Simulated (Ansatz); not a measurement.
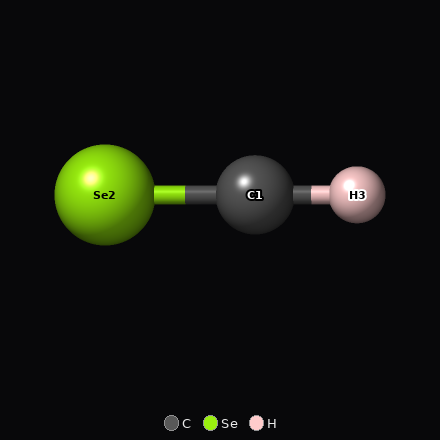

The system is CHSe, SMILES [CH+]=[Se], charge +1; the picture shows the reference structure. 
- First axis: angle Se2–C1–H3 (carried through 180). Second axis: change of the bonds C1–Se2, C1–H3, all alike.
- Nothing is relaxed (all other coordinates rigid).
- Grid: 15 × 15 points; 120 points were computed and 105 follow by symmetry.
- Points are written as (first, second).
- Energies are in kJ/mol, from the relaxed molecule at the same level.
- All numbers below come from RHF/def2-TZVP in Ansatz 0.2.0.

Its coordinates:

```json
{"atom": "C", "x (Å)": "-0.1378", "y (Å)": "-0.0561", "z (Å)": "-0.0817"}
{"atom": "Se", "x (Å)": "1.1471", "y (Å)": "0.4674", "z (Å)": "0.6802"}
{"atom": "H", "x (Å)": "-1.0093", "y (Å)": "-0.4113", "z (Å)": "-0.5985"}
```

Range: angle Se2–C1–H3 (carried through 180) from 140.0 to 220.0°; change of the bonds C1–Se2, C1–H3, all alike from −0.146 to 0.226 Å.

**What landscape does the calculation give?**

The lowest grid point is at (180.0°, 0.013 Å), 0.9 kJ/mol from the relaxed molecule at the same level. No other kind of well shows on this grid. The highest grid point, (140.0°, −0.146 Å), lies 219 kJ/mol above the lowest. Round the minimum the two coordinates are nearly uncoupled.

| second ↓, first → | 140.0 | 145.7 | 151.4 | 157.1 | 162.9 | 168.6 | 174.3 | 180.0 | 185.7 | 191.4 | 197.1 | 202.9 | 208.6 | 214.3 | 220.0 |
| --- | --- | --- | --- | --- | --- | --- | --- | --- | --- | --- | --- | --- | --- | --- | --- |
| 0.226 | 215 | 205 | 197 | 191 | 185 | 181 | 179 | 178 | 179 | 181 | 185 | 191 | 197 | 205 | 215 |
| 0.199 | 184 | 174 | 165 | 158 | 152 | 148 | 145 | 144 | 145 | 148 | 152 | 158 | 165 | 174 | 184 |
| 0.173 | 156 | 145 | 136 | 128 | 122 | 118 | 115 | 114 | 115 | 118 | 122 | 128 | 136 | 145 | 156 |
| 0.146 | 130 | 118 | 109 | 100 | 94 | 89 | 86 | 85 | 86 | 89 | 94 | 100 | 109 | 118 | 130 |
| 0.120 | 108 | 95 | 85 | 76 | 69 | 64 | 61 | 60 | 61 | 64 | 69 | 76 | 85 | 95 | 108 |
| 0.093 | 88 | 75 | 64 | 55 | 47 | 42 | 39 | 38 | 39 | 42 | 47 | 55 | 64 | 75 | 88 |
| 0.066 | 73 | 59 | 47 | 38 | 30 | 24 | 21 | 20 | 21 | 24 | 30 | 38 | 47 | 59 | 73 |
| 0.040 | 63 | 49 | 36 | 26 | 18 | 12 | 9 | 8 | 9 | 12 | 18 | 26 | 36 | 49 | 63 |
| 0.013 | 59 | 44 | 31 | 20 | 12 | 6 | 2 | 1 | 2 | 6 | 12 | 20 | 31 | 44 | 59 |
| −0.013 | 62 | 46 | 32 | 21 | 12 | 6 | 2 | 1 | 2 | 6 | 12 | 21 | 32 | 46 | 62 |
| −0.040 | 73 | 56 | 42 | 30 | 21 | 14 | 10 | 9 | 10 | 14 | 21 | 30 | 42 | 56 | 73 |
| −0.066 | 92 | 74 | 60 | 47 | 38 | 31 | 27 | 25 | 27 | 31 | 38 | 47 | 60 | 74 | 92 |
| −0.093 | 123 | 104 | 89 | 76 | 66 | 59 | 54 | 53 | 54 | 59 | 66 | 76 | 89 | 104 | 123 |
| −0.120 | 165 | 146 | 130 | 117 | 106 | 99 | 94 | 93 | 94 | 99 | 106 | 117 | 130 | 146 | 165 |
| −0.146 | 220 | 200 | 183 | 169 | 158 | 150 | 146 | 144 | 146 | 150 | 158 | 169 | 183 | 200 | 220 |

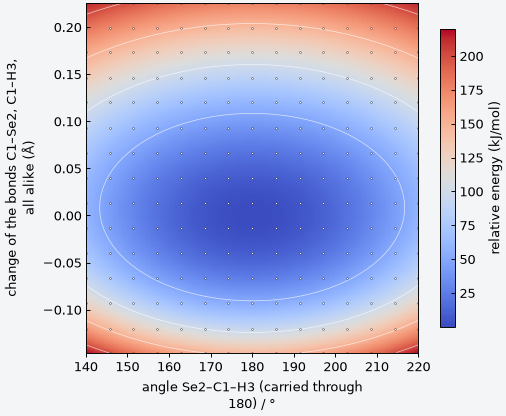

The picture shows a smooth colour map with a few white contour lines, dots at the grid points. Between grid points the surface is interpolated.

Time for the 120 points that were run: 2.4 min on 1 thread of Arm Neoverse V2, on a shared host.
